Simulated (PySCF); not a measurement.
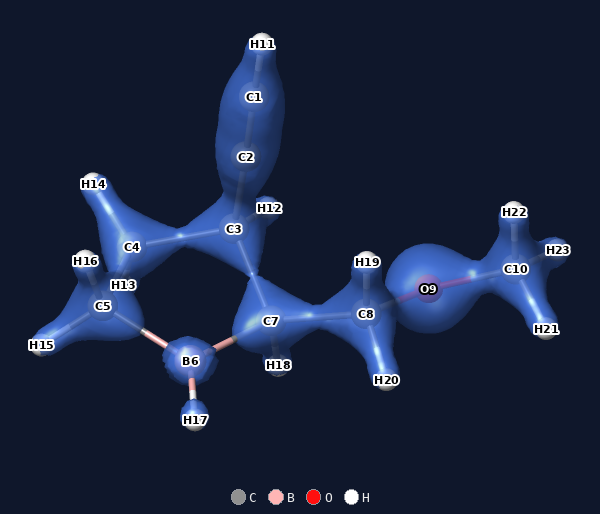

Figure 1: C$_{8}$H$_{13}$BO. Isosurface of the total electron density at 1.5 e/Å³ (blue), seen across its widest extent.

Geometry: GFN2-xTB.

All numbers below come from PySCF 2.14.0, PBE0/pcSseg-1, SCF density, gas phase, non-relativistic.

```xyz
23

C    -1.4650    2.1315    0.8637
C    -1.1766    1.2366    0.1226
C    -0.8538    0.1434   -0.7734
C    -2.0760   -0.7744   -0.9419
C    -2.0913   -1.6510    0.3213
B    -0.5865   -1.7787    0.7556
C     0.2275   -0.7865   -0.1609
C     1.4258   -0.0357    0.4074
O     2.0962    0.6263   -0.6476
C     3.1103    1.4825   -0.2030
H    -1.7112    2.9236    1.5064
H    -0.5210    0.5694   -1.7244
H    -1.9332   -1.4024   -1.8235
H    -2.9962   -0.2042   -1.0729
H    -2.6431   -2.5790    0.1685
H    -2.6215   -1.1177    1.1172
H    -0.1526   -2.4662    1.5921
H     0.6158   -1.3914   -0.9933
H     1.0908    0.6993    1.1548
H     2.1141   -0.7386    0.9043
H     3.8889    0.9333    0.3433
H     2.7086    2.2643    0.4551
H     3.5453    1.9425   -1.0884
```

Q: Which contacts does the surface bridge?

A: At this value the surface falls into three separate pieces. It bridges the sampled C–C (1.20 Å), C–O (1.40 Å) and C–H (1.05 Å) contacts, where the density stays above the isovalue. It is pinched off along the sampled C–B (1.57 Å) contacts. On the grid the lowest density along these lines, outside the cores, is 2.8 e/Å³ (C–C, 1.20 Å), 1.8 e/Å³ (C–O, 1.40 Å), 1.3 e/Å³ (C–B, 1.57 Å) and 2 e/Å³ (C–H, 1.05 Å).
